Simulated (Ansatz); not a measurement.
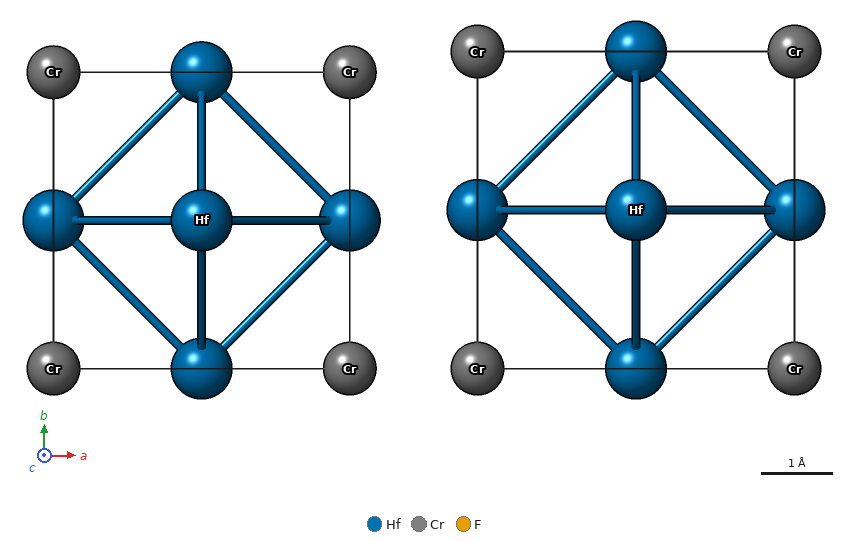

Two geometries of crystalline Hf3CrF (a generated structure, set up in Pm-3m) (coarse preliminary run), drawn at one scale. One is the start of a relaxation, the other its converged end. The picture is a ball-and-stick view of the cell of the calculation, seen along the c axis.

Level of theory: Ansatz, DFT PBE, scalar-relativistic, plane waves, PAW. (plane-wave cutoff 420 eV; k-point mesh 4 × 4 × 4; occupations gaussian; smearing width 0.1 eV; collinear spin; cell and atoms relaxed; force threshold 0.04 eV/Å; at most 70 steps)

> Which one is relaxed?

The right one is the relaxed one. Over 4 accepted moves (6 points after the start) the energy falls by 300 meV per atom. All forces vanish by symmetry, so only the cell relaxes. Pressure: 33.84 GPa at the start and 0.14 GPa at the end. The SCF was repeated twice at an unchanged geometry on a basis and grid sized afresh for the cell, which shifted the energy by 13.3 meV per atom at most. The atoms keep their places relative to the cell (all moves are under 0.005 Å). The drawn cell changes as follows: a = b = c 4.193 → 4.486 Å (+7.0 %); the volume changes by +22.5 %. Among the contacts that change: Cr–Hf 2.965 → 3.172 Å, Hf–Hf 2.965 → 3.172 Å, F–Hf 2.096 → 2.243 Å. The space group stays Pm-3m (No. 221). Cost: 53 s on 1 thread of Arm Neoverse V2, on a shared host, peak memory 0.44 GiB.

Limits of the set-up: the k-point mesh is coarse for a cell with partly filled bands.
